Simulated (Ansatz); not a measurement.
The reference is MgO in the rock salt structure (space group Fm-3m, No. 225; a = 4.214 Å). Axes: x, y, z lie along the cube axes.

It is then changed as follows: a pure shear with ε_xy = ε_yx = 0.0250; the atoms relax in the strained cell.

The values are results of Ansatz (a program for electronic structure), PBEsol, PAW, cutoff 420 eV, spin-orbit coupling left out, not measurements.

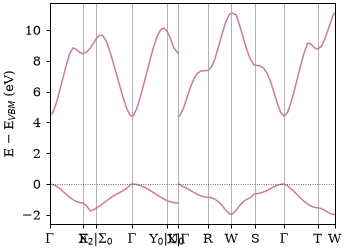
Figure: Highest valence and lowest conduction band along the path of the changed cell's own zone

Question: Read the changed gap and its character from the plot.

Answer: About 4.4 eV, direct at Γ.

Stability against distortions was not tested. The base started in P3_121 and relaxed to Fm-3m at this level. k-point labels follow each cell's own Brillouin zone.
